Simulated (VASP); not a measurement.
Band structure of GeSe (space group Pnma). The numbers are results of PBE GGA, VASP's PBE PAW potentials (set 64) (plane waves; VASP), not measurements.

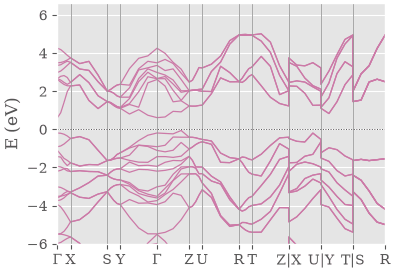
Figure. Bands along high-symmetry lines, zero at the valence-band maximum or, without a gap, the Fermi level

**Question.** Read the plot: is there a gap, and where are the band edges?

**Answer.** The gap is indirect, 0.62 eV, from the valence maximum at (0.00, 0.00, 0.33) to the conduction minimum at Γ.

The structure comes from a measured GeSe entry (Pnma) of the Crystallography Open Database, whose conditions weren't checked. The cell was not relaxed at this level. The k-mesh is coarse (spacing up to 0.55 per Å, 2π included), so the numbers may not be converged in it.
